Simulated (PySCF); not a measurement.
# CCSD(T)/def2-TZVP (core potential) run of GeTe (SMILES [Ge][Te])

Aim: the vertical ionisation energy of GeTe at CCSD(T)/def2-TZVP (core potential), from 2 runs. 

The calculation is run with PySCF 2.14.0.

1 further run of the same task is left out (set aside as unsound or not needed).

### Step 1. The structure to begin with

GeTe has 2 atoms, charge 0, and is taken as a singlet. SMILES: `[Ge][Te]`. Geometry: the measured bond length.

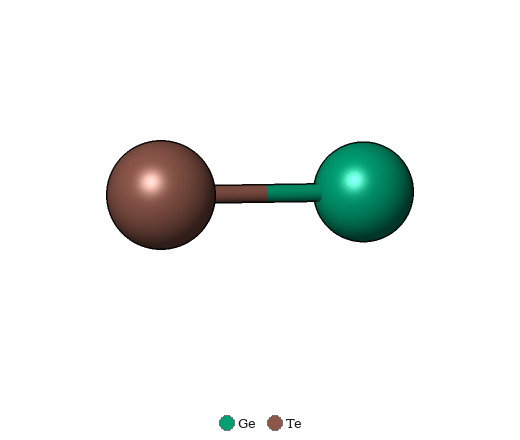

The structure, seen from a chosen angle (germanium teal, tellurium brown).

### Step 2. A single-point energy at CCSD(T)/def2-TZVP (core potential)

input.py

```python
from pyscf import gto, cc

mol = gto.M(
    atom='Ge 0.000000 0.000000 0.000000; Te 0.000000 0.000000 2.340165',
    basis='def2-tzvp',
    ecp={'Te': 'def2-svp'},
    spin=0,
    verbose=4,
    charge=0,
    max_memory=1860,
)

hf = mol.RHF()
hf.conv_tol = 1e-10
hf.kernel()
if not hf.converged:
    hf = hf.newton().run(hf.mo_coeff, hf.mo_occ)

mycc = cc.CCSD(hf, frozen=13)
mycc.kernel()
e_t = mycc.ccsd_t()
e_final = mycc.e_tot + e_t
print('Final energy', e_final)
```

Run with:

```bash
$ OMP_NUM_THREADS=1 python input.py
```

Standard output:

```text
PySCF version 2.14.0

[INPUT] num. atoms = 2
[INPUT] num. electrons = 56
[INPUT] charge = 0
[INPUT] spin (= nelec alpha-beta = 2S) = 0
[INPUT] symmetry False subgroup None
[INPUT] Mole.unit = angstrom
[INPUT] Symbol           X                Y                Z      unit          X                Y                Z       unit  Magmom
[INPUT]  1 Ge     0.000000000000   0.000000000000   0.000000000000 AA    0.000000000000   0.000000000000   0.000000000000 Bohr   0.0
[INPUT]  2 Te     0.000000000000   0.000000000000   2.340165000000 AA    0.000000000000   0.000000000000   4.422270936293 Bohr   0.0

nuclear repulsion = 173.666428643519
number of shells = 32
number of NR pGTOs = 192
number of NR cGTOs = 98
basis = def2-tzvp
ecp = {'Te': 'def2-svp'}

[... 45 lines left out ...]
converged SCF energy = -2342.40440185856
[... 12 lines left out ...]
Init t2, MP2 energy = -2343.08525856899  E_corr(MP2) -0.680856710425993
[... 13 lines left out ...]
CCSD converged
[... 2 lines left out ...]
Final energy -2343.0818942430874
```

Wall time 57 s (1 thread of Arm Neoverse V2, shared host); peak memory 0.59 GiB.

### Step 3. The doublet cation at the same level

input.xyz

```xyz
2
GeTe
Ge     0.000000     0.000000     0.000000
Te     0.000000     0.000000     2.340165
```

calc.py

```python
from pyscf import gto, scf, cc

mol = gto.M(
    atom='input.xyz',
    spin=1,
    ecp={'Te': 'def2-svp'},
    verbose=3,
    charge=1,
    max_memory=1860,
    basis='def2-tzvp',
)

myscf = scf.UHF(mol)
myscf.conv_tol = 1e-10
myscf.kernel()
if not myscf.converged:
    myscf = myscf.newton().run(myscf.mo_coeff, myscf.mo_occ)

mycc = cc.CCSD(myscf, frozen=13)
mycc.kernel()
e_t = mycc.ccsd_t()
e_tot = mycc.e_tot + e_t
print('Final energy', e_tot)
```

Run with:

```bash
$ OMP_NUM_THREADS=1 python calc.py
```

Standard output:

```text
converged SCF energy = -2342.08670369586  <S^2> = 0.78346129  2S+1 = 2.033186
E(UCCSD) = -2342.712142834397  E_corr = -0.6254391385359933
UCCSD(T) correction = -0.0250355511099702
Final energy -2342.7371783855065
```

Run time: 5.6 min. Hardware: 1 thread of Arm Neoverse V2, shared host; peak memory 2.3 GiB.

### Step 4. Outcome

At CCSD(T)/def2-TZVP (core potential), 13 core orbitals frozen:

| quantity | value |
| --- | --- |
| singlet GeTe: total energy | -2343.08189 Eh |
| singlet GeTe: dipole moment (Hartree–Fock density) | 1.92 D |
| singlet GeTe: HOMO energy (Hartree–Fock orbitals) | -8.86 eV |
| singlet GeTe: LUMO energy (Hartree–Fock orbitals) | 0.20 eV |
| singlet GeTe: HOMO–LUMO gap (Hartree–Fock orbitals) | 9.06 eV |
| singlet GeTe: correlation energy (13 core orbitals frozen) | -677.5 mEh |
| singlet GeTe: (T) correction | -25.74 mEh |
| singlet GeTe: T1 diagnostic | 0.018 |
| doublet cation: total energy | -2342.73718 Eh |
| doublet cation: HOMO energy (Hartree–Fock orbitals) (highest over α and β) | -14.93 eV |
| doublet cation: LUMO energy (Hartree–Fock orbitals) (lowest over α and β) | -7.89 eV |
| doublet cation: correlation energy (13 core orbitals frozen) | -650.5 mEh |
| doublet cation: (T) correction | -25.04 mEh |
| doublet cation: ⟨S²⟩ of the reference determinant | 0.783 |
| doublet cation: T1 diagnostic | 0.021 |
| vertical ionisation energy (to the doublet cation) | 9.380 eV |

Removing an electron at fixed nuclei costs 9.38 eV (905 kJ/mol). The triples (singlet GeTe) make up 3.8 % of the correlation energy. The triples (doublet cation) make up 3.8 % of the correlation energy.
